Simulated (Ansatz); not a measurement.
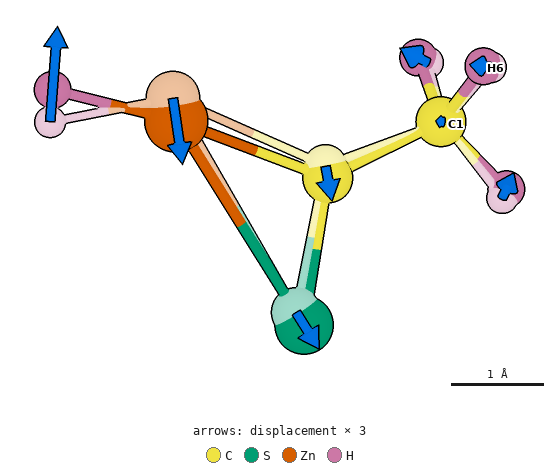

This is a relaxation of C2H4SZn. The starting structure is drawn faded, the final one solid; blue arrows show the displacements, 3 times their true length. The two geometries are superimposed by the best rigid fit.

Style: ball-and-stick. Shown at a tilt.

The start comes from GFN2-xTB.

The calculation used RKS PBE0-D4/def2-TZVP (Ansatz 0.2.0). Settings: force threshold 0.005 eV/Å; at most 150 steps.

### Atoms of which element are displaced furthest, and by how much?

Hydrogen: up to 0.36 Å, against 0.25 Å for zinc.

### Describe the change and its energy.

An H atom moves most after the best rigid fit: 0.36 Å. Largest moves by element: H 0.36 Å, Zn 0.25 Å, S 0.17 Å, C 0.14 Å. Among the contacts that change: S–Zn 2.818 → 2.752 Å, C–Zn 1.999 → 1.942 Å, H–Zn 1.506 → 1.531 Å, C–S 1.639 → 1.633 Å. Bond angles that change, for instance: C–Zn–H 148.2° → 173.8°, S–Zn–H 113.4° → 138.1°, C–C–S 119.6° → 123.3°. The energy falls by 19.9 kJ/mol in 8 geometry steps. Largest force component: 1.1 eV/Å at the start, 0.00061 eV/Å at the end. Cost: 31 s on 4 threads of Arm Neoverse V1, on a shared host.
